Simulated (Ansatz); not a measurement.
The parent structure is SiO₂ (space group P3_121, No. 152; a = 4.948 Å, c = 5.441 Å).

It is then changed as follows: hydrostatic tension (pressure −1 GPa).

Method: PBEsol (Ansatz, a first-principles code; PAW; 420 eV plane waves; without spin-orbit coupling), earlier PAW set.

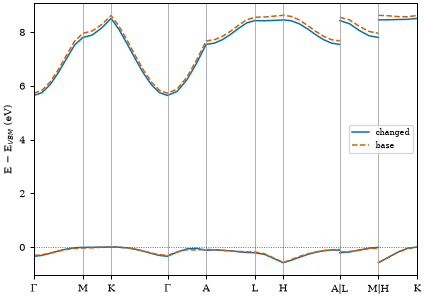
*Highest valence and lowest conduction band along the path, each from its own valence-band maximum*

The gap is 5.64 eV, indirect, K → Γ; the base has 5.72 eV.

Load acts through the strain it causes; cell and atoms are relaxed under it. No phonon test of stability was made.
